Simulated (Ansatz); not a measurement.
A series of calculations on BH4OF

**1. Relaxation**

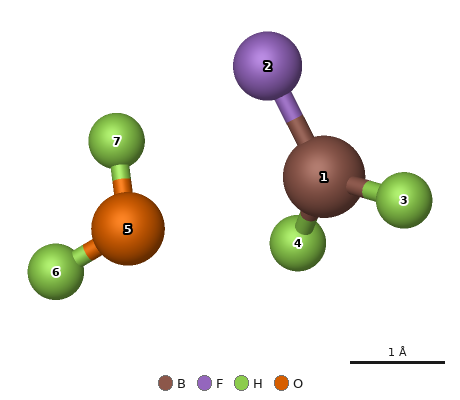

BH4OF, before the relaxation. The picture is a ball-and-stick view, seen at a tilt.

The run prepares an end point of a later path (reaction) calculation, from a guessed geometry.

Level of theory: RHF/def2-SVPD in Ansatz.

The input:
```yaml
crystal:
  periodic: [false, false, false]
  atoms:
    - { symbol: B, position_ang: [0.047168, 0.40484, -0.036576] }
    - { symbol: F, position_ang: [-0.018616, 0.420858, 1.288499] }
    - { symbol: H, position_ang: [1.121482, 0.503302, -0.545426] }
    - { symbol: H, position_ang: [-0.981494, 0.38825, -0.646795] }
    - { symbol: O, position_ang: [0.100474, -2.13172, 0.542608] }
    - { symbol: H, position_ang: [-0.615847, -2.734786, 0.437671] }
    - { symbol: H, position_ang: [-0.011367, -1.704344, 1.404619] }
basis:
  gaussian: { orbitals: def2-SVPD }
hamiltonian:
  xc: hf
relax:
  f_tol: 0.03
  max_steps: 50
```

Command:
```bash
ansatz run input.yaml --threads 1 --pin off --max-ram 2048MiB --backend cpu --events-out ev --progress --plain --runs-dir out
```

Where does the relaxation end?

Over 21 accepted moves (24 points after the start) the energy falls by 8.34 kJ/mol. Largest force component: 1.1 eV/Å at the start, 0.017 eV/Å at the end. The line search rejected the trial steps at points 12, 14, 16 of the run. The forces were under the threshold at step 11, but the run went on from there. The atom that moves furthest after the best rigid fit is H7 (0.44 Å). By element the largest moves are H 0.44 Å, F 0.28 Å, O 0.23 Å, B 0.14 Å. Some distances before and after: B1–O5 2.602 → 2.242 Å, O5–H7 0.969 → 0.945 Å, B1–F2 1.327 → 1.335 Å. Cost: 23 s on 1 thread of Arm Neoverse V2, on a shared host, peak memory 0.14 GiB.

The structure at the end:

```xyz
7

B     0.0098    0.2787    0.0160
F    -0.1535    0.6691    1.2825
H     1.1148    0.3089   -0.4373
H    -0.9701    0.1794   -0.6650
O     0.0796   -1.9105    0.4934
H    -0.7348   -2.3657    0.3474
H     0.2960   -2.0135    1.4076
```

After the run, drawn alike:

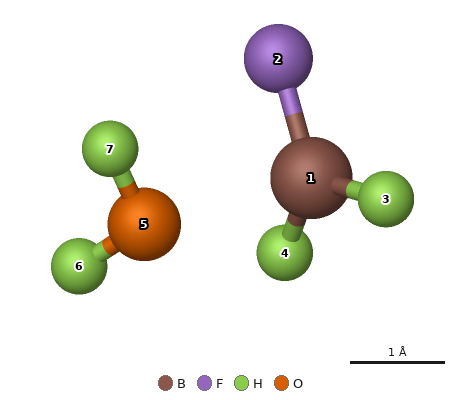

Limits of the set-up: Hartree-Fock leaves out electron correlation.

**2. Relaxation**

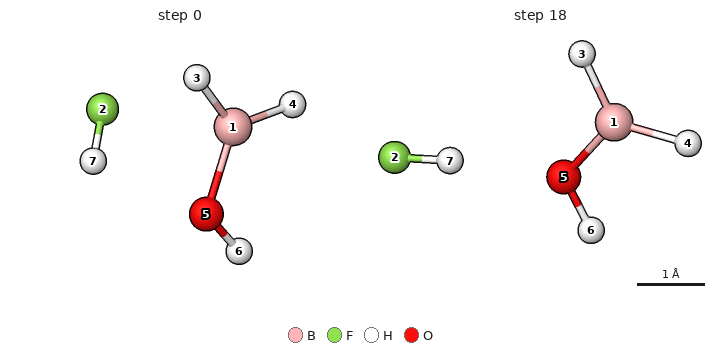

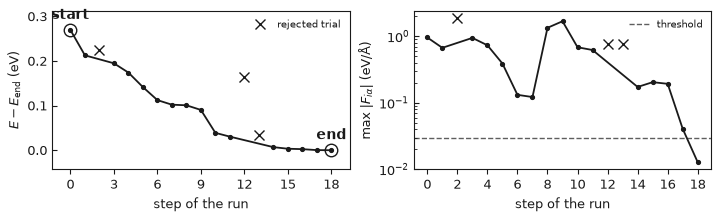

First and last geometry of a relaxation of BH4OF, with the history of the run. The picture is a ball-and-stick view, seen from a free direction.

The run prepares an end point of a later path (reaction) calculation, from a guessed geometry.

The calculation used RHF/def2-SVPD (Ansatz 0.2.0). (no spin polarisation; force threshold 0.03 eV/Å; at most 50 steps)

Question: Did the run converge, and what did it change?

Answer: It converged. The energy falls by 0.270 eV in 15 accepted moves (18 points after the start). The largest force component goes from 0.96 to 0.013 eV/Å. The line search rejected the trial steps at points 2, 12, 13 of the run. The largest move after the best rigid fit is that of H4, 1.40 Å. By element the largest moves are H 1.40 Å, F 1.26 Å, O 0.84 Å, B 0.36 Å. Near-neighbour distances that change, for instance: B1–O5 1.381 → 1.354 Å.

```json
{"step": "0", "E − E(0), eV": "0.0000", "largest force component, eV/Å": "0.9638", "note": ""}
{"step": "1", "E − E(0), eV": "-0.0568", "largest force component, eV/Å": "0.6736", "note": ""}
{"step": "2", "E − E(0), eV": "-0.0449", "largest force component, eV/Å": "1.8938", "note": "rejected"}
{"step": "3", "E − E(0), eV": "-0.0746", "largest force component, eV/Å": "0.9501", "note": ""}
{"step": "4", "E − E(0), eV": "-0.0955", "largest force component, eV/Å": "0.7359", "note": ""}
{"step": "5", "E − E(0), eV": "-0.1279", "largest force component, eV/Å": "0.3911", "note": ""}
{"step": "6", "E − E(0), eV": "-0.1572", "largest force component, eV/Å": "0.1322", "note": ""}
{"step": "7", "E − E(0), eV": "-0.1674", "largest force component, eV/Å": "0.1225", "note": ""}
{"step": "8", "E − E(0), eV": "-0.1687", "largest force component, eV/Å": "1.3472", "note": ""}
{"step": "9", "E − E(0), eV": "-0.1792", "largest force component, eV/Å": "1.6911", "note": ""}
{"step": "10", "E − E(0), eV": "-0.2305", "largest force component, eV/Å": "0.6871", "note": ""}
{"step": "11", "E − E(0), eV": "-0.2390", "largest force component, eV/Å": "0.6241", "note": ""}
{"step": "12", "E − E(0), eV": "-0.1051", "largest force component, eV/Å": "0.7590", "note": "rejected"}
{"step": "13", "E − E(0), eV": "-0.2356", "largest force component, eV/Å": "0.7622", "note": "rejected"}
{"step": "14", "E − E(0), eV": "-0.2626", "largest force component, eV/Å": "0.1736", "note": ""}
{"step": "15", "E − E(0), eV": "-0.2662", "largest force component, eV/Å": "0.2050", "note": ""}
{"step": "16", "E − E(0), eV": "-0.2671", "largest force component, eV/Å": "0.1936", "note": ""}
{"step": "17", "E − E(0), eV": "-0.2692", "largest force component, eV/Å": "0.0408", "note": ""}
{"step": "18", "E − E(0), eV": "-0.2695", "largest force component, eV/Å": "0.0128", "note": ""}
```

Limits of the set-up: the start holds two separate molecules, 2.2 Å apart at their closest, whose relative position is a soft coordinate and is computed without a dispersion correction; Hartree-Fock leaves out electron correlation.

**3. Path**

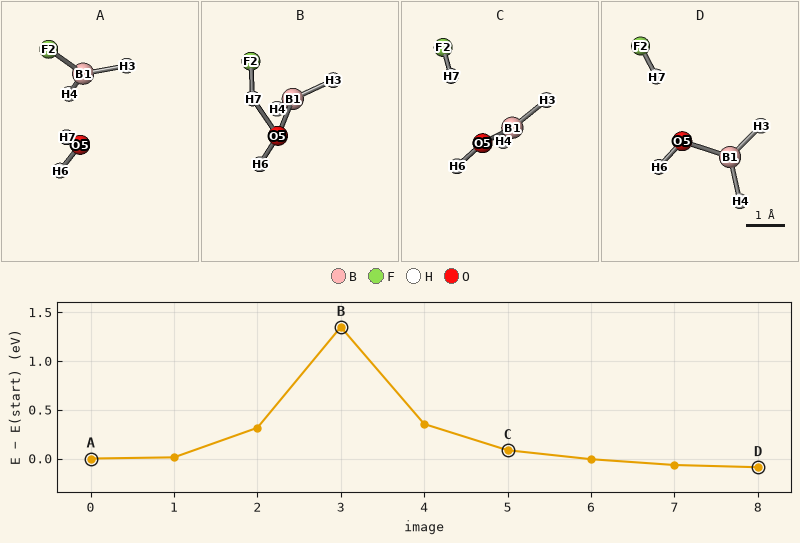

NEB run on BH4OF, made up at the start of BH₂F and H₂O. Images are numbered from 0 (start) to 8 (end). Frames A to D are images 0, 3, 5, 8. Style: ball-and-stick. Shown from a free direction.

Method: RHF/def2-SVPD (Ansatz 0.2.0). Settings: 7 movable images; climbing image; force threshold 0.05 eV/Å; iteration limit 60; starting path through a guess of the saddle point.

**Describe the mechanism and the energy profile.**

The energy climbs by 1.35 eV to image 3 and then falls by 1.44 eV, so the end point sits at −0.09 eV. Breaking: B1–F2 (1.34 → 1.67 at the top → 3.78 Å), O5–H7 (0.95 → 1.22 at the top → 1.85 Å). Forming: B1–O5 (2.24 → 1.51 at the top → 1.35 Å), F2–H7 (2.72 → 1.12 at the top → 0.91 Å). The band is converged. At the top, the vibrational analysis gives one imaginary mode (1602i cm⁻¹), as a transition state must have.

Limits of the set-up: the start holds two separate molecules, 2.2 Å apart at their closest, whose relative position is a soft coordinate and is computed without a dispersion correction; Hartree-Fock leaves out electron correlation.

The run took 83 s on 1 thread of Arm Neoverse V2, with other jobs on the host, peak memory 0.14 GiB.
